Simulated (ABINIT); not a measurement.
# CaO (Lime): changed settings of a GW run in ABINIT

What do changed inputs do to GW on CaO (Lime)?

Calculated with ABINIT 10.8.3; PBE and many-body steps on it, plane waves.

### Step 1. Set-up

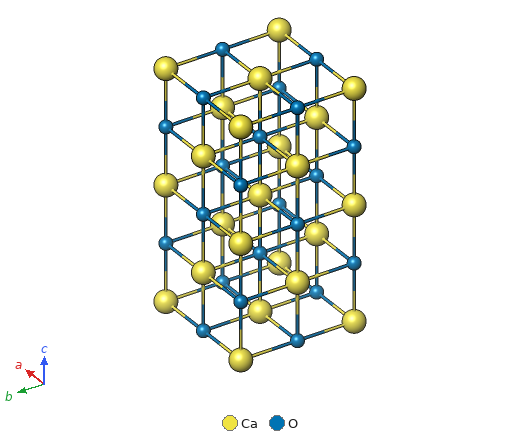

The starting structure, seen from a free direction (calcium yellow, oxygen blue). 1×1×2 cells are drawn. This picture shows the conventional cell, with its axes. Some periodic images of atoms are drawn too.

The cell and positions come from the Crystallography Open Database and are kept as given unless a step says otherwise.

### Step 2. Screening, 6×6×6 mesh, 112 bands, screening to 217.7 eV

This step: ABINIT 10.8.3; RPA screening on PBE, plane waves, norm-conserving pseudopotentials.

The RPA dielectric matrix is built and inverted for each q.

Contents of run.abi:

```
acell 3*1.0 Angstrom
rprim 
  -0.000000000000 2.406500000000 2.406500000000
  2.406500000000 -0.000000000000 2.406500000000
  2.406500000000 2.406500000000 -0.000000000000
ntypat 2
znucl 20 8
natom 2
typat 1 2
xred 
  0.000000000000 0.000000000000 0.000000000000
  0.500000000000 0.500000000000 0.500000000000
pp_dirpath "pseudos"
pseudos "Ca.upf, O.upf"
ecut 36
ngkpt 6 6 6
nshiftk 1
shiftk 0 0 0
kptopt 1
chksymbreak 0
istwfk *1
occopt 1
irdwfk 1
optdriver 3
nband 112
ecuteps 8
inclvkb 2
awtr 1
symchi 1
indata_prefix "in"
outdata_prefix "out"
tmpdata_prefix "tmp"
```

The run is started by

```bash
$ OMP_NUM_THREADS=1 mpirun -n 8 abinit run.abi > log
```

What it wrote:

```text
.Version 10.8.3 of ABINIT. v10.8.2 released Aug 2026.

 Symmetries : space group Fm -3 m (#225); Bravais cF (face-center cubic)
[... echo of the input left out ...]
== DATASET  1 ==================================================================
-   mpi_nproc: 8, omp_nthreads: 1 (-1 if OMP is not activated)

--- !DatasetInfo
iteration_state: {dtset: 1, }
dimensions: {natom: 2, nkpt: 16, mband: 112, nsppol: 1, nspinor: 1, nspden: 1, mpw: 1964, }
cutoff_energies: {ecut:  36.0, pawecutdg:  -1.0, }
electrons: {nelect:   1.60000000E+01, charge:   0.00000000E+00, occopt:   1.00000000E+00, tsmear:   1.00000000E-02, }

 SCREENING: Calculation of the susceptibility and dielectric matrices

 Based on a program developped by R.W. Godby, V. Olevano, G. Onida, and L. Reining.
 Incorporated in ABINIT by V. Olevano, G.-M. Rignanese, and M. Torrent.
.Using double precision arithmetic ; gwpc =  8

[... cell and pseudopotentials left out ...]
--------------------------------------------------------------------------------

 ==== K-mesh for the wavefunctions ====
 Number of points in the irreducible wedge :    16
[... list of points left out ...]
 Together with 48 symmetry operations and time-reversal symmetry
 yields   216 points in the full Brillouin Zone.

 ==== Q-mesh for the screening function ====
 Number of points in the irreducible wedge :    16
[... list of points left out ...]
 Together with 48 symmetry operations and time-reversal symmetry
 yields   216 points in the full Brillouin Zone.

 setmesh: FFT mesh size selected  =    25x   25x   25
          total number of points  =        15625

 vcoul_init : cutoff-mode = AUXILIARY_FUNCTION
 q-points for optical limit:   1
     1)      0.000010    0.000020    0.000030

- screening: taking advantage of time-reversal symmetry
- Maximum band index for partially occupied states nbvw = 8
- Remaining bands to be divided among processors   nbcw = 104
- Number of bands treated by each node ~13

 Number of electrons calculated from density =   16.0000; Expected =   16.0000
 average of density, n =  0.085062
 r_s =    1.4106
 omega_plasma =   28.1335 [eV]

 calculating chi0 at frequencies [eV] :
  1    0.000000E+00    0.000000E+00
  2    0.000000E+00    2.813348E+01

--------------------------------------------------------------------------------
  q-point number  1        q = ( 0.000000, 0.000000, 0.000000) [r.l.u.]
--------------------------------------------------------------------------------
[... chi0 elements left out ...]
 For q-point:  0.000010 0.000020 0.000030
  dielectric constant =   3.5689
  dielectric constant without local fields =   3.9226

  Average fulfillment of the sum rule on Im[epsilon] for q-point    1 :     75.53  [%]
[... wings left out ...]
  q-point number  2        q = ( 0.166667, 0.000000, 0.000000) [r.l.u.]
--------------------------------------------------------------------------------
[... chi0 elements left out ...]
  Average fulfillment of the sum rule on Im[epsilon] for q-point    2 :     84.44  [%]

 [... 14 further q-points ...]
```

Elapsed: 31 s, on 8 MPI ranks of Arm Neoverse V2, shared host; peak memory 1.4 GiB.

This step gave:

```
ε∞ with local fields, on this mesh, along the program's q direction : 3.569
the same without local fields                                       : 3.923
plasma frequency                                                    : 28.13 eV
plane waves in the screening matrix                                 : 181
```

Local fields lower ε∞ by 9 %.

### Step 3. Base

The self-energy is evaluated for the states that the input lists, and the levels follow from it, in one-shot runs by the linearised quasiparticle equation.

This step: G0W0 on PBE, plane waves, norm-conserving pseudopotentials.

Edit run.abi of step 2 so:

```diff
@@ -23,8 +23,17 @@
 irdwfk 1
-optdriver 3
+optdriver 4
 nband 112
+gwcalctyp 0
+ecutsigx 36
+symsigma 1
+nkptgw 2
+kptgw 
+  0.0000000000 0.0000000000 0.0000000000
+  0.5000000000 0.5000000000 0.0000000000
+bdgw 
+  6 12
+  7 10
 ecuteps 8
-inclvkb 2
-awtr 1
-symchi 1
+irdscr 1
+ppmodel 1
 indata_prefix "in"
```

What it wrote:

```text
.Version 10.8.3 of ABINIT. v10.8.2 released Aug 2026.

 Symmetries : space group Fm -3 m (#225); Bravais cF (face-center cubic)
[... echo of the input left out ...]
== DATASET  1 ==================================================================
-   mpi_nproc: 8, omp_nthreads: 1 (-1 if OMP is not activated)

--- !DatasetInfo
iteration_state: {dtset: 1, }
dimensions: {natom: 2, nkpt: 16, mband: 112, nsppol: 1, nspinor: 1, nspden: 1, mpw: 1964, }
cutoff_energies: {ecut:  36.0, pawecutdg:  -1.0, }
electrons: {nelect:   1.60000000E+01, charge:   0.00000000E+00, occopt:   1.00000000E+00, tsmear:   1.00000000E-02, }

 SIGMA: Calculation of the GW corrections

 Based on a program developped by R.W. Godby, V. Olevano, G. Onida, and L. Reining.
 Incorporated in ABINIT by V. Olevano, G.-M. Rignanese, and M. Torrent.
.Using double precision arithmetic ; gwpc =  8

[... cell and pseudopotentials left out ...]
--------------------------------------------------------------------------------

 ==== K-mesh for the wavefunctions ====
 Number of points in the irreducible wedge :    16
[... list of points left out ...]
 Together with 48 symmetry operations and time-reversal symmetry
 yields   216 points in the full Brillouin Zone.

 ==== Q-mesh for screening function ====
 Number of points in the irreducible wedge :    16
[... list of points left out ...]
 Together with 48 symmetry operations and time-reversal symmetry
 yields   216 points in the full Brillouin Zone.

 vcoul_init : cutoff-mode = AUXILIARY_FUNCTION
 q-points for optical limit:   1
     1)      0.000010    0.000020    0.000030
 setmesh: FFT mesh size selected  =    36x   36x   36
          total number of points  =        46656

 Number of electrons calculated from density =   16.0000; Expected =   16.0000
 average of density, n =  0.085062
 r_s =    1.4106
 omega_plasma =   28.1335 [eV]

 === KS Band Gaps ===
  >>>> For spin  1
   Minimum direct gap =   4.0368 [eV], located at k-point      :   0.5000  0.5000  0.0000
   Fundamental gap    =   3.6624 [eV], Top of valence bands at :   0.0000  0.0000  0.0000
                                       Bottom of conduction at :   0.5000  0.5000  0.0000
 SIGMA fundamental parameters:
 PLASMON POLE MODEL  1
 number of plane-waves for SigmaX                 1917
 number of plane-waves for SigmaC and W            181
 number of plane-waves for wavefunctions          1917
 number of bands                                   112
 number of independent spin polarizations            1
 number of spinorial components                      1
 number of k-points in IBZ                          16
 number of q-points in IBZ                          16
 number of symmetry operations                      48
 number of k-points in BZ                          216
 number of q-points in BZ                          216
 number of frequencies for dSigma/dE                 9
 frequency step for dSigma/dE [eV]                0.25
 number of omega for Sigma on real axis              0
 max omega for Sigma on real axis  [eV]           0.00
 zcut for avoiding poles [eV]                     0.10

 EPSILON^-1 parameters (SCR file):
 dimension of the eps^-1 matrix on file            181
 dimension of the eps^-1 matrix used               181
 number of plane-waves for wavefunctions          1917
 number of bands                                   112
 number of q-points in IBZ                          16
 number of frequencies                               2
 number of real frequencies                          1
 number of imag frequencies                          1

 matrix elements of self-energy operator (all in [eV])

 Perturbative Calculation

--- !SelfEnergy_ee
iteration_state: {dtset: 1, }
kpoint     : [   0.000,    0.000,    0.000, ]
spin       : 1
KS_gap     :    4.714
QP_gap     :    6.186
Delta_QP_KS:    1.471
data: !SigmaeeData |
     Band     E0 <VxcDFT>   SigX SigC(E0)      Z dSigC/dE  Sig(E)    E-E0       E
        6   5.064 -19.387 -24.633   4.051   0.780  -0.281 -20.320  -0.933   4.132
        7   5.064 -19.387 -24.633   4.051   0.780  -0.281 -20.320  -0.933   4.132
        8   5.064 -19.387 -24.633   4.051   0.780  -0.281 -20.320  -0.933   4.132
        9   9.779 -10.893  -6.430  -3.825   0.845  -0.184 -10.354   0.539  10.317
       10  11.292 -13.900  -7.002  -4.675   0.843  -0.186 -12.025   1.875  13.167
       11  11.292 -13.900  -7.002  -4.675   0.843  -0.186 -12.025   1.875  13.167
       12  11.292 -13.900  -7.002  -4.675   0.843  -0.186 -12.025   1.875  13.167

--- !SelfEnergy_ee
iteration_state: {dtset: 1, }
kpoint     : [   0.500,    0.500,    0.000, ]
spin       : 1
KS_gap     :    4.037
QP_gap     :    6.276
Delta_QP_KS:    2.239
data: !SigmaeeData |
     Band     E0 <VxcDFT>   SigX SigC(E0)      Z dSigC/dE  Sig(E)    E-E0       E
        7   4.690 -18.916 -24.314   4.061   0.781  -0.280 -19.960  -1.045   3.645
        8   4.690 -18.916 -24.314   4.061   0.781  -0.280 -19.960  -1.045   3.645
        9   8.727 -11.430  -5.899  -4.126   0.851  -0.176 -10.235   1.194   9.921
       10  13.087 -16.112  -8.832  -4.752   0.833  -0.201 -14.007   2.105  15.192

== END DATASET(S) ==============================================================
================================================================================

 -outvars: echo values of variables after computation  --------
           etotal      0.0000000000E+00
            nband         112
             nkpt          16
          spgroup         225
 [... the other variables as echoed above ...]

 Calculation completed.
```

The job ended after 6.5 s (8 MPI ranks; peak memory 1.5 GiB).

Numbers from this step:

```
G0W0 gap on the points computed              : 5.789 eV
starting gap on the mesh                     : 3.662 eV
k of the valence top                         : 0, 0, 0
k of the conduction bottom                   : 0.5, 0.5, 0
Z at the valence top                         : 0.78
Z at the conduction bottom                   : 0.851
least direct G0W0 gap on the computed points : 6.185 eV
```

The gap on the mesh goes from 3.66 eV to 5.79 eV, a correction of +2.13 eV.

### Step 4. Fewer bands in the self-energy

Edit run.abi of step 3 so:

```diff
@@ -24,3 +24,3 @@
 optdriver 4
-nband 112
+nband 28
 gwcalctyp 0
```

What it wrote:

```text
.Version 10.8.3 of ABINIT. v10.8.2 released Aug 2026.

 Symmetries : space group Fm -3 m (#225); Bravais cF (face-center cubic)
[... echo of the input left out ...]
== DATASET  1 ==================================================================
-   mpi_nproc: 8, omp_nthreads: 1 (-1 if OMP is not activated)

--- !DatasetInfo
iteration_state: {dtset: 1, }
dimensions: {natom: 2, nkpt: 16, mband: 28, nsppol: 1, nspinor: 1, nspden: 1, mpw: 1964, }
cutoff_energies: {ecut:  36.0, pawecutdg:  -1.0, }
electrons: {nelect:   1.60000000E+01, charge:   0.00000000E+00, occopt:   1.00000000E+00, tsmear:   1.00000000E-02, }

 SIGMA: Calculation of the GW corrections

 Based on a program developped by R.W. Godby, V. Olevano, G. Onida, and L. Reining.
 Incorporated in ABINIT by V. Olevano, G.-M. Rignanese, and M. Torrent.
.Using double precision arithmetic ; gwpc =  8

[... cell and pseudopotentials left out ...]
--------------------------------------------------------------------------------

 ==== K-mesh for the wavefunctions ====
 Number of points in the irreducible wedge :    16
[... list of points left out ...]
 Together with 48 symmetry operations and time-reversal symmetry
 yields   216 points in the full Brillouin Zone.

 ==== Q-mesh for screening function ====
 Number of points in the irreducible wedge :    16
[... list of points left out ...]
 Together with 48 symmetry operations and time-reversal symmetry
 yields   216 points in the full Brillouin Zone.

 vcoul_init : cutoff-mode = AUXILIARY_FUNCTION
 q-points for optical limit:   1
     1)      0.000010    0.000020    0.000030
 setmesh: FFT mesh size selected  =    36x   36x   36
          total number of points  =        46656

 Number of electrons calculated from density =   16.0000; Expected =   16.0000
[...]
number of omega for Sigma on real axis              0
 max omega for Sigma on real axis  [eV]           0.00
 zcut for avoiding poles [eV]                     0.10

 EPSILON^-1 parameters (SCR file):
 dimension of the eps^-1 matrix on file            181
 dimension of the eps^-1 matrix used               181
 number of plane-waves for wavefunctions          1917
 number of bands                                   112
 number of q-points in IBZ                          16
 number of frequencies                               2
 number of real frequencies                          1
 number of imag frequencies                          1

 matrix elements of self-energy operator (all in [eV])

 Perturbative Calculation

--- !SelfEnergy_ee
iteration_state: {dtset: 1, }
kpoint     : [   0.000,    0.000,    0.000, ]
spin       : 1
KS_gap     :    4.714
QP_gap     :    5.870
Delta_QP_KS:    1.155
data: !SigmaeeData |
     Band     E0 <VxcDFT>   SigX SigC(E0)      Z dSigC/dE  Sig(E)    E-E0       E
        6   5.064 -19.387 -24.633   4.906   0.785  -0.274 -19.654  -0.267   4.798
        7   5.064 -19.387 -24.633   4.906   0.785  -0.274 -19.654  -0.267   4.798
        8   5.064 -19.387 -24.633   4.906   0.785  -0.274 -19.654  -0.267   4.798
[...]
--- !SelfEnergy_ee
iteration_state: {dtset: 1, }
kpoint     : [   0.500,    0.500,    0.000, ]
spin       : 1
KS_gap     :    4.037
QP_gap     :    6.094
Delta_QP_KS:    2.057
data: !SigmaeeData |
     Band     E0 <VxcDFT>   SigX SigC(E0)      Z dSigC/dE  Sig(E)    E-E0       E
[...]
9   8.727 -11.430  -5.899  -3.599   0.854  -0.170  -9.779   1.651  10.378
       10  13.087 -16.112  -8.832  -3.966   0.838  -0.193 -13.333   2.779  15.866

== END DATASET(S) ==============================================================
================================================================================

 -outvars: echo values of variables after computation  --------
           etotal      0.0000000000E+00
            nband          28
             nkpt          16
          spgroup         225
 [... the other variables as echoed above ...]

 Calculation completed.
```

It took 3.4 s on 8 MPI ranks; peak memory 1.1 GiB; 26 s of CPU time.

Numbers from this step:

```yaml
g0w0_gap_on_the_points_computed: 5.58 eV
starting_gap_on_the_mesh: 3.662 eV
k_of_the_valence_top: 0, 0, 0
k_of_the_conduction_bottom: 0.5, 0.5, 0
z_at_the_valence_top: 0.785
z_at_the_conduction_bottom: 0.854
least_direct_g0w0_gap_on_the_computed_points: 5.869 eV
```

### Step 5. No symmetry in the self-energy

Edit run.abi of step 4 so:

```diff
@@ -24,6 +24,6 @@
 optdriver 4
-nband 28
+nband 112
 gwcalctyp 0
 ecutsigx 36
-symsigma 1
+symsigma 0
 nkptgw 2
```

What it wrote:

```text
.Version 10.8.3 of ABINIT. v10.8.2 released Aug 2026.

 Symmetries : space group Fm -3 m (#225); Bravais cF (face-center cubic)
[... echo of the input left out ...]
== DATASET  1 ==================================================================
-   mpi_nproc: 8, omp_nthreads: 1 (-1 if OMP is not activated)

--- !DatasetInfo
iteration_state: {dtset: 1, }
dimensions: {natom: 2, nkpt: 16, mband: 112, nsppol: 1, nspinor: 1, nspden: 1, mpw: 1964, }
cutoff_energies: {ecut:  36.0, pawecutdg:  -1.0, }
[...]
Band     E0 <VxcDFT>   SigX SigC(E0)      Z dSigC/dE  Sig(E)    E-E0       E
[...]
9   8.727 -11.430  -5.899  -4.126   0.851  -0.176 -10.235   1.194   9.921
       10  13.087 -16.112  -8.832  -4.752   0.833  -0.201 -14.007   2.105  15.192

== END DATASET(S) ==============================================================
================================================================================

 -outvars: echo values of variables after computation  --------
           etotal      0.0000000000E+00
            nband         112
             nkpt          16
          spgroup         225
 [... the other variables as echoed above ...]

 Calculation completed.
```

Wall time 48 s (8 MPI ranks); peak memory 1.5 GiB; 6.3 min of CPU time.

Numbers from this step:

| Quantity | Value |
| --- | --- |
| G0W0 gap on the points computed | 5.789 eV |
| starting gap on the mesh | 3.662 eV |
| k of the valence top | 0, 0, 0 |
| k of the conduction bottom | 0.5, 0.5, 0 |
| least direct G0W0 gap on the computed points | 6.185 eV |

Against G0W0 in ABINIT (6×6×6 mesh, 112 bands, screening to 217.7 eV, Godby-Needs plasmon pole), the gap moves by +0.000 eV.

(Continued in part 2 of 3.)

[Paths, hosts, dates, memory and timing lines, banners, echoed tables and standing remarks are left out of the program output.]

[Logs are printed without paths, hosts, clocks, repeated set-up lines and the standing remarks that a program may print on its own settings, such as how far it seeks lower states.]

[Runs of the session that timed out or met a known fault of the program may be left out.]

[Hosts, paths, dates, database ids (printed as entryN), source tags and the programs' standing remarks are cut or masked in the printed files.]

[G0W0 gaps are taken among the corrected bands and points alone; a level outside them can change the order at an edge.]

[Where Ansatz stands beside ABINIT at settings called matched, ABINIT's density can come from a denser mesh and the files from another edition; pairs whose starting gaps differed by over 0.03 eV were left out, so agreement reads better than it is.]
